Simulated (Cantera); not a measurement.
Charge: 1 mol SiH2Cl2, a varied amount of NH3, at 1600 °C and 16.0 Pa.

Cantera equilibrium calculation (NASA polynomials, part measured and part estimated; ideal gas, pure solids and liquids). Candidate condensed phases: NH4Cl, Si, Si3N4; 28 gas species. The tables' values for SiCl, SiCl3, SiN are old estimates; treat these amounts as uncertain. Gases not in the tables: Si2H6 and higher silanes. The numbers say what is thermodynamically allowed, not how fast it happens.

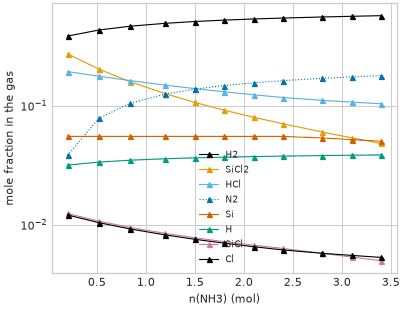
Equilibrium gas composition (values under 1e-9 drawn at 1e-9)

From 0.2 mol NH3 to 2.4 mol NH3 the condensed part is Si(l). From 2.8 mol NH3 to 3.4 mol NH3 nothing is condensed. The main Si-bearing gas is SiCl2 at 0.2 mol NH3 and Si at 3.4 mol NH3.
